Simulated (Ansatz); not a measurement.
The relaxed structure here is a generated cell of ZrO2: the first start was made by a random draw of sites in a space group, and the end was not matched to a known phase here, so it may be hypothetical. Known forms of ZrO2 include space group No. 14, 137, 225.

One stationary structure of ZrO2. Level of theory: PBE (plane waves to 420 eV, PAW, scalar-relativistic; Ansatz, a quantum-chemistry and plane-wave program).

Pn-3m, origin choice 1 (No. 224), cP6, AFLOW prototype A2B_cP6_224_b_a (C3, as in Cu2O); a = b = c = 4.5682 Å, α = β = γ = 90.00°.

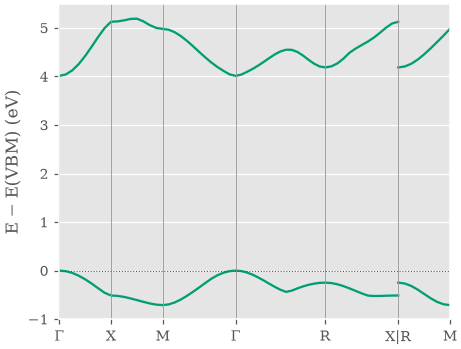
Highest filled and lowest empty band along the path of this cell's Brillouin zone

Read off the gap and say whether it is direct.

4.01 eV, direct at Γ (no spin-orbit coupling).

How far does the top valence band disperse along this path?

About 0.7 eV.

No spin polarisation in the result.

The run could not lose the symmetry of its start; a randomly shaken copy of 12 atoms returns to this structure.

All atoms sit on sites fixed by symmetry, so only the cell could relax.
